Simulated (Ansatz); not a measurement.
# C₂H₇AlGeO (SMILES [CH3][GeH]1[CH2][O][AlH]1): what the fields show

Input file:

```
crystal:
  periodic: [false, false, false]
  atoms:
    - {symbol: C, position_ang: [-1.806798, 0.566196, -0.692538]}
    - {symbol: Ge, position_ang: [-0.060526, -0.327202, -0.672375]}
    - {symbol: C, position_ang: [0.600972, -0.845998, 1.167808]}
    - {symbol: O, position_ang: [1.829520, -0.125215, 1.311855]}
    - {symbol: Al, position_ang: [2.063240, 0.764962, -0.144879]}
    - {symbol: H, position_ang: [-2.596100, -0.151319, -0.462405]}
    - {symbol: H, position_ang: [-1.831952, 1.367666, 0.046423]}
    - {symbol: H, position_ang: [-2.002323, 0.992654, -1.677122]}
    - {symbol: H, position_ang: [-0.113111, -1.529029, -1.643993]}
    - {symbol: H, position_ang: [0.783365, -1.920849, 1.258225]}
    - {symbol: H, position_ang: [-0.103174, -0.548638, 1.951694]}
    - {symbol: H, position_ang: [3.313890, 1.701570, -0.408595]}
basis:
  gaussian: {orbitals: def2-TZVPP}
hamiltonian: {xc: pbe0, dispersion: d4}
output: {orbitals: {seedname: orbitals}}
```

Launched as:

```sh
ansatz run in.yaml --threads 4 --pin off --events-out ev --progress --plain --max-ram 10444MiB
```

Geometry: PBE0-D4/def2-TZVP.

The calculation used Ansatz, RKS PBE0-D4/def2-TZVPP.

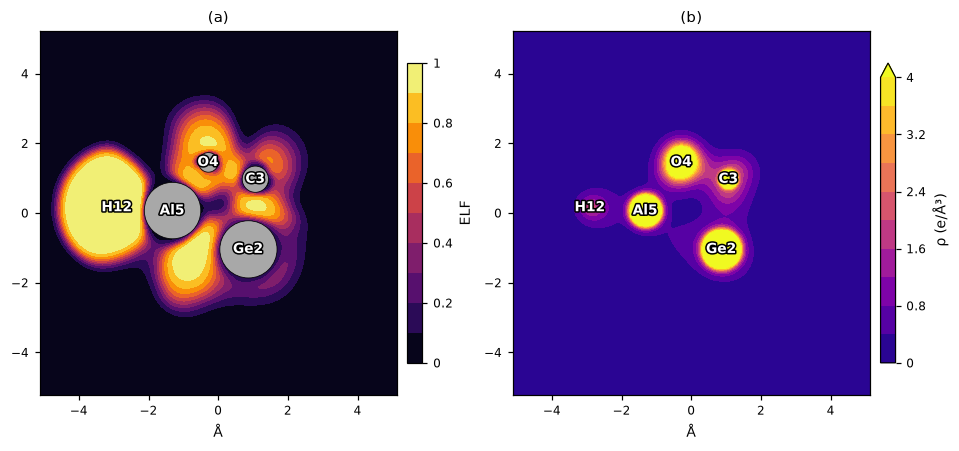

Figure 1. (a) electron localisation function; (b) electron density on the plane of atoms Ge2, Al5 and O4. Grey discs cover the atomic cores in the ELF map.

Question: Interpret the plot.

Answer:
- The section cuts through Ge, C, O, Al and H sites.
- C–O (1.43 Å): ρ is about 1.9 e/Å³ halfway, with its minimum of 1.7 e/Å³ about 0.5 Å from C; the ELF peaks at about 0.85 between the atoms; a polar covalent bond.
- Al–O (1.72 Å): ρ is about 0.89 e/Å³ halfway; the ELF peaks at about 0.90 in the valence shell of O, 0.6 Å from its nucleus, and is about 0.50 at the midpoint.
- Al–Ge (2.45 Å): ρ is about 0.45 e/Å³ halfway; the ELF peaks at about 0.85 between the atoms: a covalent bond.
- C–Ge (2.02 Å): ρ at the midpoint is about 0.81 e/Å³; the ELF peaks at about 0.95 in the valence shell of C, 0.8 Å from its nucleus, and is about 0.75 at the midpoint.
- The ELF also peaks beside O4, away from the bonds: lone-pair regions.

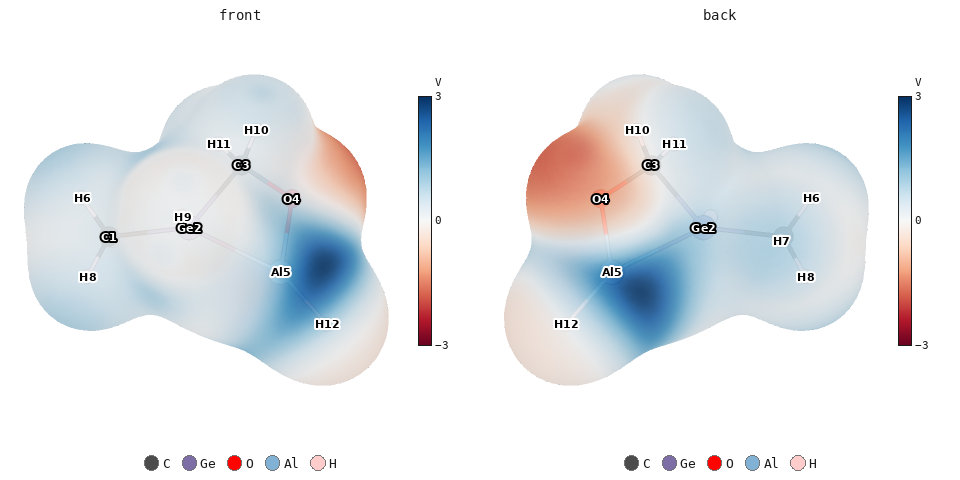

Figure 2. The electrostatic potential painted on the density surface at 0.002 e/bohr³, seen from the front and from behind; red is negative and blue positive.

Question: Describe the electrostatic potential map.

Answer: The most negative region (about −1.7 V) lies over O4, the most positive (about +2.8 V) over Al5. O4 is the likeliest acceptor of a hydrogen bond.

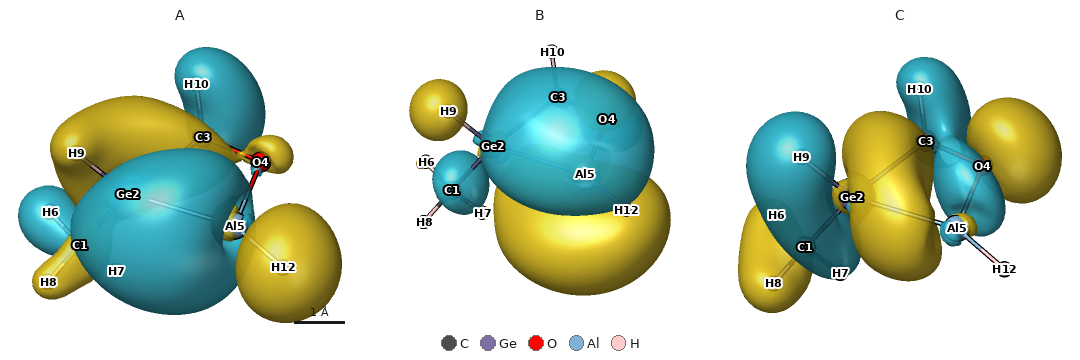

Figure 3. Three frontier orbitals at ±0.06 Å⁻³ᐟ² (yellow and cyan are the two phases), in no order.

Question: Order the three orbitals by energy and name them.

Answer: C is the HOMO−1 (−7.30 eV). It lies mainly on O4 (about 40 %), Ge2 (about 20 %), C3 (about 15 %), C1 (about 10 %) and Al5 (about 10 %). A is the HOMO (−6.76 eV). By Hirshfeld shares it lies mainly on Ge2 (about 35 %), Al5 (about 25 %), C3 (about 15 %) and H12 (about 10 %). B is the LUMO (−1.37 eV). Its weight (Hirshfeld) is mainly on Al5 (about 65 %), Ge2 (about 15 %) and O4 (about 5 %).

Question: What is the HOMO–LUMO gap?

Answer: 5.39 eV between the orbital energies.
